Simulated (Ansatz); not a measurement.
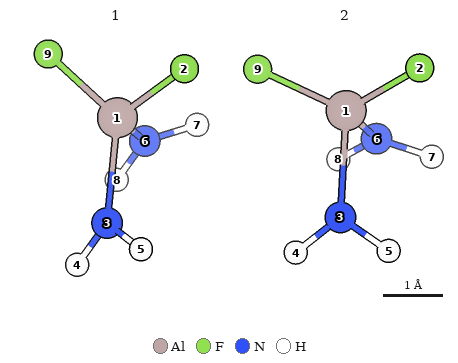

Two geometries of AlN2H4F2 (multiplicity 2), drawn at one scale. One is the start of a relaxation, the other its converged end. A ball-and-stick model, seen from a free direction.

The calculation used UKS B3LYP-D4/def2-SVP in Ansatz. Set-up: collinear spin; force threshold 0.03 eV/Å; at most 50 steps.

> Which one is relaxed?

Structure 2 is the relaxed one. The run prepares an end point of a later path (reaction) calculation, from a guessed geometry. Over 5 geometry steps the energy falls by 56.1 kJ/mol. Largest force component: 2 eV/Å at the start, 0.025 eV/Å at the end. The largest move after the best rigid fit is that of H7, 0.63 Å. Largest moves by element: H 0.63 Å, F 0.49 Å, Al 0.14 Å, N 0.12 Å. Among the contacts that change: Al1–F9 1.640 → 1.670 Å, Al1–N3 1.866 → 1.872 Å, N3–H5 1.026 → 1.020 Å, Al1–F2 1.666 → 1.671 Å. Bond angles that change, for instance: F2–Al1–F9 93.3° → 119.6°, N3–Al1–F9 121.6° → 111.4°, N6–Al1–F9 120.6° → 111.4°.
